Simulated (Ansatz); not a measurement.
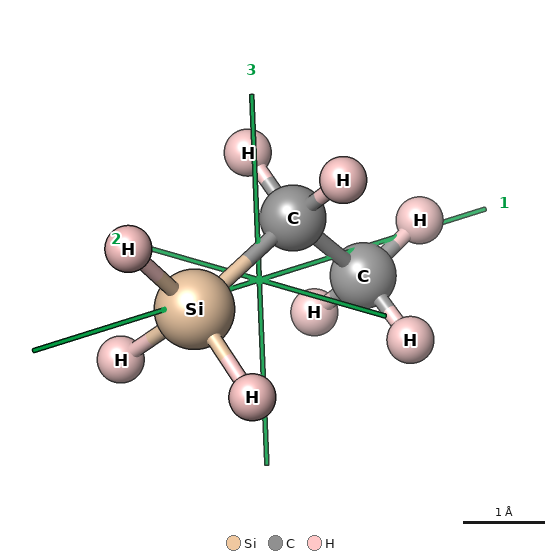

The three principal axes of inertia are drawn and numbered. Depth is shown by fading: the farther an atom, the more it takes the colour of the background. The computed structure is the end point of a PBE0-D4/def2-TZVP optimisation. Masses are those of the most abundant isotopes; constants are for the rigid equilibrium geometry.

> Which line is the a axis (least moment of inertia), which b and which c?

a is line 1, b is line 3, c is line 2; the moments are 21.6, 103, 112 u Å².

> Classify the rotor and give the rotational constants (GHz).

An asymmetric top (Cs): A = 23.4, B = 4.92, C = 4.50 GHz. Ray's parameter κ is −0.96, close to the prolate limit.
